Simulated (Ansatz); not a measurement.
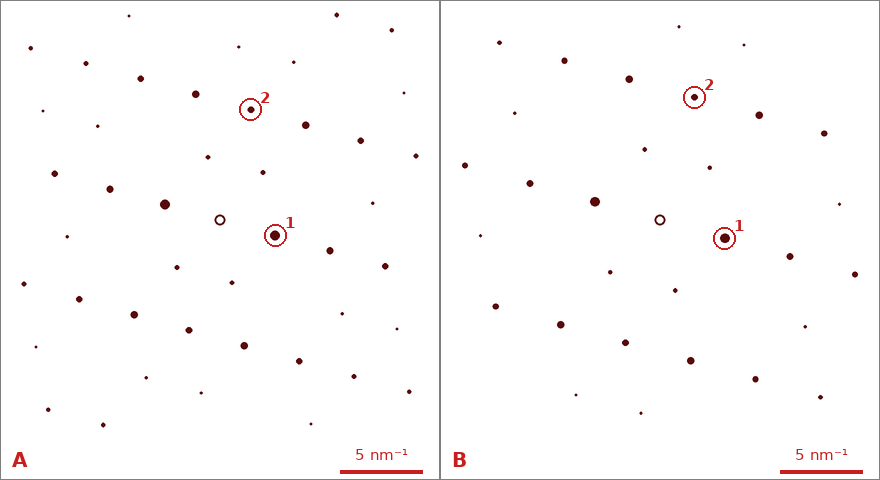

Kinematic electron diffraction patterns (200 kV, B = 0.5 Å², same scale) along [111] of the run's own cell, for the start and the end of one relaxation of WO with DFT r2SCAN+U, scalar-relativistic, plane waves, PAW in Ansatz 0.2.0. k mesh 12×12×8. The start is a generated model structure, and the relaxation ends in the nearest stationary point of its symmetry, not necessarily the ground state. Spot 1 is -1 1 0 and spot 2 is -1 -1 2 in both.

Start structure:

```
W O
1.0
     3.29455    0.00000    0.00000
    -1.64728    2.85317    0.00000
     0.00000    0.00000    5.65953
W O
2 2
Direct
  0.00000 0.00000 0.00000
  0.00000 0.00000 0.50000
  0.33333 0.66667 0.25000
  0.66667 0.33333 0.75000
```

**Which pattern belongs to the start structure, and which to the relaxed one?**

A is the start: its cell gives d(1) = 2.853 Å, d(2) = 1.424 Å and an angle of 90.0°. B is the relaxed structure, with d(1) = 2.416 Å (-15.3 %), d(2) = 1.278 Å (-10.2 %) and 90.0°.

**What did the relaxation do to the structure and the energy?**

The volume changed by -19.1 % to 10.76 Å³ an atom; the fractional coordinates hardly changed; the space group stayed P6_3/mmc (No. 194); the free energy fell by 600 meV an atom. Relaxed cell: a = 2.790 Å, b = 2.790 Å, c = 6.385 Å, α = 90.00°, β = 90.00°, γ = 120.00°.
